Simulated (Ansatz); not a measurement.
Geometry relaxation of CH7ClGe (part 1 of 3)

System: CH7ClGe.
Method: RKS PBE0-D4/def2-TZVP (Ansatz 0.2.0).

The geometry is a transition state displaced along its imaginary mode. The reaction was set up to form Ge1–Cl7 and C2–H6 and to break Ge1–C2 and H6–Cl7 (atoms counted from 1 in the order of the input); sticks are drawn by distance alone. Figures and captions count atoms from 1; the log counts them from 0 in places.

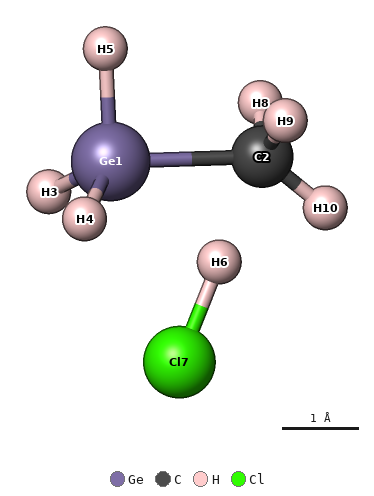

Figure 1. The input geometry (ball-and-stick view, seen at a tilt; atoms are numbered from 1 in the order of the input). Sticks mark near contacts. Bond lengths as drawn: Cl–H 1.44 Å, C–Ge 2.05 Å, C–H 1.09 to 1.11 Å and Ge–H 1.52 to 1.54 Å.

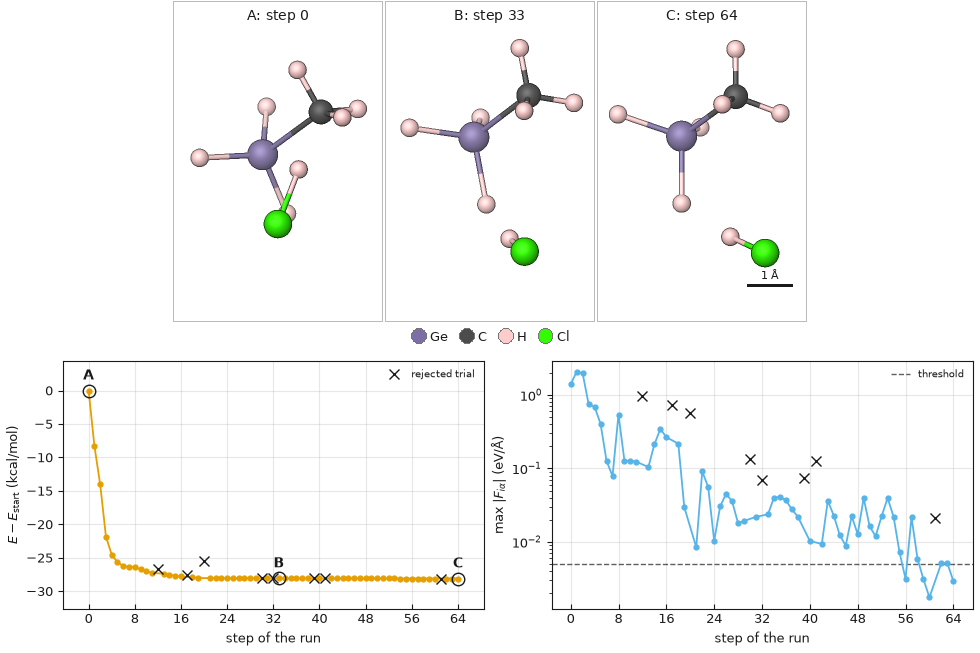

Figure 2. Frames of the relaxation (ball-and-stick view, seen at a tilt) above the curves, on which the letters mark them (the first geometry is step 0 here and step 1 in the log).

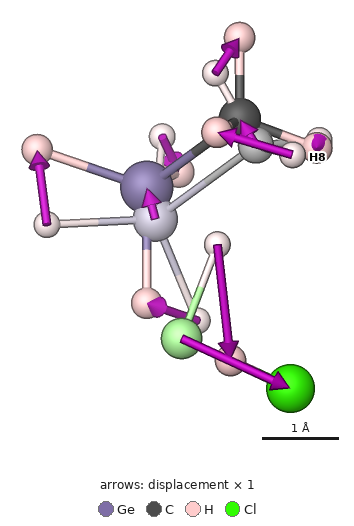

Figure 3. Start (faint) and end (solid) with the displacements as pink arrows, at true length (ball-and-stick view, seen at a tilt). The two geometries are laid on each other by the best rigid fit. The largest move after the best rigid fit is that of Cl7, 1.59 Å. By element the largest moves are Cl 1.59 Å, H 1.55 Å, Ge 0.44 Å, C 0.41 Å. Distances before and after: H6–Cl7 1.439 → 1.286 Å, Ge1–C2 2.053 → 1.949 Å, C2–H10 1.112 → 1.090 Å, Ge1–H5 1.521 → 1.537 Å. Among the angles that change: Ge1–C2–H10 139.9° → 110.4°, C2–Ge1–H5 92.5° → 111.4°, Ge1–C2–H8 97.7° → 110.4°. After 64 geometry steps the energy has fallen by 28.1 kcal/mol. The largest force component goes from 1.4 to 0.0029 eV/Å. The line search rejected the trial steps at points 12, 17, 20, 30, 32, 39, 41, 61 (counted from 0) and went back. (Atoms are counted from 1 in the order of the input.)

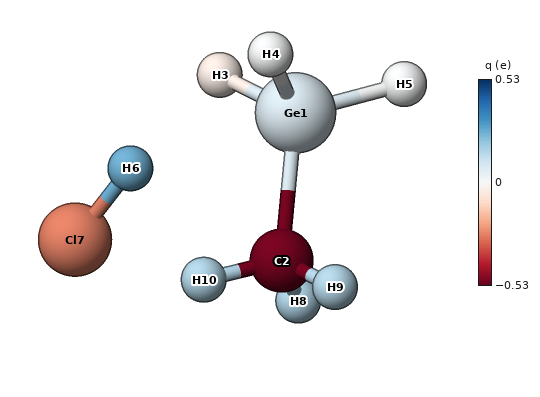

Figure 4. Mulliken charges, as the colour of each atom (ball-and-stick view, seen at a tilt; atoms are numbered from 1 in the order of the input). By element: Ge +0.07, C −0.50, H −0.04 to +0.26 and Cl −0.26 e.

The input that produced these results follows, with the program's output.

### Input
```yaml
crystal:
  periodic: [false, false, false]
  atoms:
    - {symbol: Ge, position_ang: [-0.374102, 0.239869, -1.001956]}
    - {symbol: C, position_ang: [0.338331, -0.777780, 0.631974]}
    - {symbol: H, position_ang: [-1.786316, 0.822247, -0.776181]}
    - {symbol: H, position_ang: [0.654733, 1.228770, -1.591887]}
    - {symbol: H, position_ang: [-0.443626, -1.026291, -1.842233]}
    - {symbol: H, position_ang: [0.181170, 0.710114, 0.885072]}
    - {symbol: Cl, position_ang: [0.034174, 2.119381, 1.138710]}
    - {symbol: H, position_ang: [-0.476588, -1.500208, 0.722154]}
    - {symbol: H, position_ang: [1.212733, -1.229538, 0.155084]}
    - {symbol: H, position_ang: [0.659490, -0.586563, 1.679163]}
basis:
  gaussian: {orbitals: def2-TZVP}
hamiltonian: {xc: pbe0, dispersion: d4}
relax: {f_tol: 0.005, max_steps: 200}
```

Launched with:
```bash
ansatz run in.yaml --threads 3 --pin off --events-out ev --progress --plain --max-ram 6092MiB
```

### What the program printed
```
Functional definition: PBE0
  name "PBE0"
  cite "Adamo & Barone, J. Chem. Phys. 110, 6158 (1999) doi:10.1063/1.478522"
  cite "Perdew, Burke & Ernzerhof, Phys. Rev. Lett. 77, 3865 (1996) doi:10.1103/PhysRevLett.77.3865"
  parent pbe
  parameter a = 0.25
  parameter kappa = 0.804
  parameter beta = 0.06672455060314922
  exchange = (1 - a)*pbe_x(kappa = kappa, mu = beta*pi^2/3) + a*exact_x
  correlation = pbe_c(beta = beta)
1157 factors; their error is unknown
mean field evaluation 1: about -70174.0473 eV, gradient 4.8e1 eV
mean field evaluation 2: about -70171.5870 eV, gradient 5.5e1 eV
mean field evaluation 4: about -70178.6224 eV, gradient 2.2e0 eV
mean field evaluation 8: about -70178.6277 eV, gradient 2.2e-2 eV
mean field evaluation 16: about -70178.9296 eV, gradient 2.0e-5 eV
mean field -70178.92957880 eV, -2579.0280930338 hartree, gradient 2.0e-5 eV, S^2 0.000000; 0 other end points of the search recorded, 0 dependent functions left out
the calculation of the forces begins
reference -70178.92960835 eV, -2579.0280941200 hartree; 31, 31 occupied and 127, 127 virtual orbitals, 1157 factors
relax step   1: F+E_penalty+E_count = -70179.08936487 eV  Δ(F+E_penalty+E_count) = +0.000e0 eV  max|allowed force component| = 1.400e0 eV/Å  Δτ_max = 0.0000 Å  (27 SCF iters, accepted)
these checks for a lower state are left out or cut short: starts, cluster_reference, orbital_swaps, neighbouring_geometries, increment
1157 factors; their error is unknown
mean field -70179.29173952 eV, -2579.0414021951 hartree, gradient 2.5e-5 eV, S^2 0.000000; 0 other end points of the search recorded, 0 dependent functions left out
[... from here on the field's lines of each further geometry are left out, up to the last ...]
relax step   2: F+E_penalty+E_count = -70179.44830818 eV  Δ(F+E_penalty+E_count) = -3.589e-1 eV  max|allowed force component| = 2.074e0 eV/Å  Δτ_max = 0.1985 Å  (28 SCF iters, accepted)
relax step   3: F+E_penalty+E_count = -70179.69680223 eV  Δ(F+E_penalty+E_count) = -2.485e-1 eV  max|allowed force component| = 1.981e0 eV/Å  Δτ_max = 0.1929 Å  (33 SCF iters, accepted)
relax step   4: F+E_penalty+E_count = -70180.03602333 eV  Δ(F+E_penalty+E_count) = -3.392e-1 eV  max|allowed force component| = 7.508e-1 eV/Å  Δτ_max = 0.1945 Å  (28 SCF iters, accepted)
relax step   5: F+E_penalty+E_count = -70180.15297093 eV  Δ(F+E_penalty+E_count) = -1.169e-1 eV  max|allowed force component| = 6.925e-1 eV/Å  Δτ_max = 0.1938 Å  (28 SCF iters, accepted)
relax step   6: F+E_penalty+E_count = -70180.20231810 eV  Δ(F+E_penalty+E_count) = -4.935e-2 eV  max|allowed force component| = 4.057e-1 eV/Å  Δτ_max = 0.1920 Å  (29 SCF iters, accepted)
relax step   7: F+E_penalty+E_count = -70180.22658193 eV  Δ(F+E_penalty+E_count) = -2.426e-2 eV  max|allowed force component| = 1.268e-1 eV/Å  Δτ_max = 0.2000 Å  (28 SCF iters, accepted)
relax step   8: F+E_penalty+E_count = -70180.23139493 eV  Δ(F+E_penalty+E_count) = -4.813e-3 eV  max|allowed force component| = 7.875e-2 eV/Å  Δτ_max = 0.1024 Å  (30 SCF iters, accepted)
relax step   9: F+E_penalty+E_count = -70180.23342416 eV  Δ(F+E_penalty+E_count) = -2.029e-3 eV  max|allowed force component| = 5.406e-1 eV/Å  Δτ_max = 0.1990 Å  (27 SCF iters, accepted)
relax step  10: F+E_penalty+E_count = -70180.24703475 eV  Δ(F+E_penalty+E_count) = -1.361e-2 eV  max|allowed force component| = 1.258e-1 eV/Å  Δτ_max = 0.1993 Å  (27 SCF iters, accepted)
relax step  11: F+E_penalty+E_count = -70180.26122489 eV  Δ(F+E_penalty+E_count) = -1.419e-2 eV  max|allowed force component| = 1.276e-1 eV/Å  Δτ_max = 0.2000 Å  (28 SCF iters, accepted)
relax step  12: F+E_penalty+E_count = -70180.27131414 eV  Δ(F+E_penalty+E_count) = -1.009e-2 eV  max|allowed force component| = 1.233e-1 eV/Å  Δτ_max = 0.1342 Å  (28 SCF iters, accepted)
relax step  13: F+E_penalty+E_count = -70180.24847791 eV  Δ(F+E_penalty+E_count) = +2.284e-2 eV  max|allowed force component| = 9.805e-1 eV/Å  Δτ_max = 0.1927 Å  (28 SCF iters, rejected (line search))
relax step  14: F+E_penalty+E_count = -70180.27671802 eV  Δ(F+E_penalty+E_count) = -5.404e-3 eV  max|allowed force component| = 1.046e-1 eV/Å  Δτ_max = 0.0964 Å  (29 SCF iters, accepted)
relax step  15: F+E_penalty+E_count = -70180.28312848 eV  Δ(F+E_penalty+E_count) = -6.410e-3 eV  max|allowed force component| = 2.124e-1 eV/Å  Δτ_max = 0.0983 Å  (28 SCF iters, accepted)
relax step  16: F+E_penalty+E_count = -70180.29119930 eV  Δ(F+E_penalty+E_count) = -8.071e-3 eV  max|allowed force component| = 3.454e-1 eV/Å  Δτ_max = 0.1492 Å  (27 SCF iters, accepted)
relax step  17: F+E_penalty+E_count = -70180.29429310 eV  Δ(F+E_penalty+E_count) = -3.094e-3 eV  max|allowed force component| = 2.664e-1 eV/Å  Δτ_max = 0.0346 Å  (29 SCF iters, accepted)
relax step  18: F+E_penalty+E_count = -70180.28247870 eV  Δ(F+E_penalty+E_count) = +1.181e-2 eV  max|allowed force component| = 7.316e-1 eV/Å  Δτ_max = 0.1934 Å  (29 SCF iters, rejected (line search))
relax step  19: F+E_penalty+E_count = -70180.29994714 eV  Δ(F+E_penalty+E_count) = -5.654e-3 eV  max|allowed force component| = 2.177e-1 eV/Å  Δτ_max = 0.0947 Å  (27 SCF iters, accepted)
relax step  20: F+E_penalty+E_count = -70180.30435849 eV  Δ(F+E_penalty+E_count) = -4.411e-3 eV  max|allowed force component| = 2.975e-2 eV/Å  Δτ_max = 0.0836 Å  (27 SCF iters, accepted)
relax step  21: F+E_penalty+E_count = -70180.19379365 eV  Δ(F+E_penalty+E_count) = +1.106e-1 eV  max|allowed force component| = 5.732e-1 eV/Å  Δτ_max = 0.1333 Å  (28 SCF iters, rejected (line search))
relax step  22: F+E_penalty+E_count = -70180.30516516 eV  Δ(F+E_penalty+E_count) = -8.067e-4 eV  max|allowed force component| = 8.444e-3 eV/Å  Δτ_max = 0.0512 Å  (29 SCF iters, accepted)
relax step  23: F+E_penalty+E_count = -70180.30527215 eV  Δ(F+E_penalty+E_count) = -1.070e-4 eV  max|allowed force component| = 9.105e-2 eV/Å  Δτ_max = 0.0612 Å  (29 SCF iters, accepted)
relax step  24: F+E_penalty+E_count = -70180.30550564 eV  Δ(F+E_penalty+E_count) = -2.335e-4 eV  max|allowed force component| = 5.596e-2 eV/Å  Δτ_max = 0.0143 Å  (29 SCF iters, accepted)
relax step  25: F+E_penalty+E_count = -70180.30577505 eV  Δ(F+E_penalty+E_count) = -2.694e-4 eV  max|allowed force component| = 1.031e-2 eV/Å  Δτ_max = 0.0265 Å  (30 SCF iters, accepted)
relax step  26: F+E_penalty+E_count = -70180.30606788 eV  Δ(F+E_penalty+E_count) = -2.928e-4 eV  max|allowed force component| = 3.045e-2 eV/Å  Δτ_max = 0.0494 Å  (28 SCF iters, accepted)
relax step  27: F+E_penalty+E_count = -70180.30620521 eV  Δ(F+E_penalty+E_count) = -1.373e-4 eV  max|allowed force component| = 4.532e-2 eV/Å  Δτ_max = 0.0549 Å  (29 SCF iters, accepted)
relax step  28: F+E_penalty+E_count = -70180.30630646 eV  Δ(F+E_penalty+E_count) = -1.013e-4 eV  max|allowed force component| = 3.559e-2 eV/Å  Δτ_max = 0.0044 Å  (22 SCF iters, accepted)
relax step  29: F+E_penalty+E_count = -70180.30654603 eV  Δ(F+E_penalty+E_count) = -2.396e-4 eV  max|allowed force component| = 1.791e-2 eV/Å  Δτ_max = 0.0388 Å  (28 SCF iters, accepted)
relax step  30: F+E_penalty+E_count = -70180.30672109 eV  Δ(F+E_penalty+E_count) = -1.751e-4 eV  max|allowed force component| = 1.928e-2 eV/Å  Δτ_max = 0.0628 Å  (28 SCF iters, accepted)
relax step  31: F+E_penalty+E_count = -70180.30619240 eV  Δ(F+E_penalty+E_count) = +5.287e-4 eV  max|allowed force component| = 1.366e-1 eV/Å  Δτ_max = 0.1151 Å  (28 SCF iters, rejected (line search))
relax step  32: F+E_penalty+E_count = -70180.30685082 eV  Δ(F+E_penalty+E_count) = -1.297e-4 eV  max|allowed force component| = 2.195e-2 eV/Å  Δτ_max = 0.0549 Å  (28 SCF iters, accepted)
relax step  33: F+E_penalty+E_count = -70180.30683247 eV  Δ(F+E_penalty+E_count) = +1.834e-5 eV  max|allowed force component| = 6.874e-2 eV/Å  Δτ_max = 0.0660 Å  (29 SCF iters, rejected (line search))
relax step  34: F+E_penalty+E_count = -70180.30693022 eV  Δ(F+E_penalty+E_count) = -7.940e-5 eV  max|allowed force component| = 2.372e-2 eV/Å  Δτ_max = 0.0317 Å  (28 SCF iters, accepted)
relax step  35: F+E_penalty+E_count = -70180.30697374 eV  Δ(F+E_penalty+E_count) = -4.352e-5 eV  max|allowed force component| = 4.012e-2 eV/Å  Δτ_max = 0.0478 Å  (28 SCF iters, accepted)
relax step  36: F+E_penalty+E_count = -70180.30699678 eV  Δ(F+E_penalty+E_count) = -2.304e-5 eV  max|allowed force component| = 4.079e-2 eV/Å  Δτ_max = 0.0220 Å  (29 SCF iters, accepted)
relax step  37: F+E_penalty+E_count = -70180.30703508 eV  Δ(F+E_penalty+E_count) = -3.830e-5 eV  max|allowed force component| = 3.668e-2 eV/Å  Δτ_max = 0.0064 Å  (30 SCF iters, accepted)
relax step  38: F+E_penalty+E_count = -70180.30707946 eV  Δ(F+E_penalty+E_count) = -4.438e-5 eV  max|allowed force component| = 2.775e-2 eV/Å  Δτ_max = 0.0135 Å  (30 SCF iters, accepted)
relax step  39: F+E_penalty+E_count = -70180.30714398 eV  Δ(F+E_penalty+E_count) = -6.452e-5 eV  max|allowed force component| = 2.197e-2 eV/Å  Δτ_max = 0.0392 Å  (28 SCF iters, accepted)
relax step  40: F+E_penalty+E_count = -70180.30685694 eV  Δ(F+E_penalty+E_count) = +2.870e-4 eV  max|allowed force component| = 7.465e-2 eV/Å  Δτ_max = 0.1141 Å  (27 SCF iters, rejected (line search))
relax step  41: F+E_penalty+E_count = -70180.30723038 eV  Δ(F+E_penalty+E_count) = -8.640e-5 eV  max|allowed force component| = 1.030e-2 eV/Å  Δτ_max = 0.0475 Å  (28 SCF iters, accepted)
relax step  42: F+E_penalty+E_count = -70180.30688863 eV  Δ(F+E_penalty+E_count) = +3.417e-4 eV  max|allowed force component| = 1.276e-1 eV/Å  Δτ_max = 0.0981 Å  (28 SCF iters, rejected (line search))
relax step  43: F+E_penalty+E_count = -70180.30727632 eV  Δ(F+E_penalty+E_count) = -4.594e-5 eV  max|allowed force component| = 9.365e-3 eV/Å  Δτ_max = 0.0342 Å  (28 SCF iters, accepted)
relax step  44: F+E_penalty+E_count = -70180.30728730 eV  Δ(F+E_penalty+E_count) = -1.098e-5 eV  max|allowed force component| = 3.629e-2 eV/Å  Δτ_max = 0.0478 Å  (29 SCF iters, accepted)
relax step  45: F+E_penalty+E_count = -70180.30732189 eV  Δ(F+E_penalty+E_count) = -3.459e-5 eV  max|allowed force component| = 2.281e-2 eV/Å  Δτ_max = 0.0106 Å  (30 SCF iters, accepted)
relax step  46: F+E_penalty+E_count = -70180.30733254 eV  Δ(F+E_penalty+E_count) = -1.065e-5 eV  max|allowed force component| = 1.238e-2 eV/Å  Δτ_max = 0.0119 Å  (29 SCF iters, accepted)
relax step  47: F+E_penalty+E_count = -70180.30737760 eV  Δ(F+E_penalty+E_count) = -4.506e-5 eV  max|allowed force component| = 8.884e-3 eV/Å  Δτ_max = 0.0169 Å  (29 SCF iters, accepted)
relax step  48: F+E_penalty+E_count = -70180.30740707 eV  Δ(F+E_penalty+E_count) = -2.947e-5 eV  max|allowed force component| = 2.238e-2 eV/Å  Δτ_max = 0.0361 Å  (28 SCF iters, accepted)
relax step  49: F+E_penalty+E_count = -70180.30744127 eV  Δ(F+E_penalty+E_count) = -3.420e-5 eV  max|allowed force component| = 1.277e-2 eV/Å  Δτ_max = 0.0161 Å  (29 SCF iters, accepted)
relax step  50: F+E_penalty+E_count = -70180.30747357 eV  Δ(F+E_penalty+E_count) = -3.230e-5 eV  max|allowed force component| = 3.952e-2 eV/Å  Δτ_max = 0.0676 Å  (29 SCF iters, accepted)
relax step  51: F+E_penalty+E_count = -70180.30752980 eV  Δ(F+E_penalty+E_count) = -5.623e-5 eV  max|allowed force component| = 1.628e-2 eV/Å  Δτ_max = 0.0094 Å  (30 SCF iters, accepted)
relax step  52: F+E_penalty+E_count = -70180.30755955 eV  Δ(F+E_penalty+E_count) = -2.974e-5 eV  max|allowed force component| = 1.193e-2 eV/Å  Δτ_max = 0.0115 Å  (29 SCF iters, accepted)
relax step  53: F+E_penalty+E_count = -70180.30762292 eV  Δ(F+E_penalty+E_count) = -6.337e-5 eV  max|allowed force component| = 2.235e-2 eV/Å  Δτ_max = 0.0580 Å  (29 SCF iters, accepted)
relax step  54: F+E_penalty+E_count = -70180.30763553 eV  Δ(F+E_penalty+E_count) = -1.261e-5 eV  max|allowed force component| = 3.958e-2 eV/Å  Δτ_max = 0.0464 Å  (29 SCF iters, accepted)
relax step  55: F+E_penalty+E_count = -70180.30766657 eV  Δ(F+E_penalty+E_count) = -3.104e-5 eV  max|allowed force component| = 2.204e-2 eV/Å  Δτ_max = 0.0051 Å  (30 SCF iters, accepted)
relax step  56: F+E_penalty+E_count = -70180.30768169 eV  Δ(F+E_penalty+E_count) = -1.512e-5 eV  max|allowed force component| = 7.175e-3 eV/Å  Δτ_max = 0.0050 Å  (22 SCF iters, accepted)
relax step  57: F+E_penalty+E_count = -70180.30769083 eV  Δ(F+E_penalty+E_count) = -9.135e-6 eV  max|allowed force component| = 3.152e-3 eV/Å  Δτ_max = 0.0136 Å  (29 SCF iters, accepted)
relax step  58: F+E_penalty+E_count = -70180.30769421 eV  Δ(F+E_penalty+E_count) = -3.384e-6 eV  max|allowed force component| = 2.169e-2 eV/Å  Δτ_max = 0.0550 Å  (29 SCF iters, accepted)
relax step  59: F+E_penalty+E_count = -70180.30770719 eV  Δ(F+E_penalty+E_count) = -1.298e-5 eV  max|allowed force component| = 5.913e-3 eV/Å  Δτ_max = 0.0124 Å  (30 SCF iters, accepted)
relax step  60: F+E_penalty+E_count = -70180.30771078 eV  Δ(F+E_penalty+E_count) = -3.590e-6 eV  max|allowed force component| = 3.089e-3 eV/Å  Δτ_max = 0.0098 Å  (30 SCF iters, accepted)
relax step  61: F+E_penalty+E_count = -70180.30771415 eV  Δ(F+E_penalty+E_count) = -3.366e-6 eV  max|allowed force component| = 1.759e-3 eV/Å  Δτ_max = 0.0149 Å  (29 SCF iters, accepted)
relax step  62: F+E_penalty+E_count = -70180.30770538 eV  Δ(F+E_penalty+E_count) = +8.763e-6 eV  max|allowed force component| = 2.142e-2 eV/Å  Δτ_max = 0.0486 Å  (28 SCF iters, rejected (line search))
relax step  63: F+E_penalty+E_count = -70180.30771737 eV  Δ(F+E_penalty+E_count) = -3.219e-6 eV  max|allowed force component| = 5.166e-3 eV/Å  Δτ_max = 0.0238 Å  (29 SCF iters, accepted)
relax step  64: F+E_penalty+E_count = -70180.30771824 eV  Δ(F+E_penalty+E_count) = -8.757e-7 eV  max|allowed force component| = 5.116e-3 eV/Å  Δτ_max = 0.0116 Å  (29 SCF iters, accepted)
the calculation of the forces begins
reference -70180.17499767 eV, -2579.0738613332 hartree; 31, 31 occupied and 127, 127 virtual orbitals, 1157 factors
```
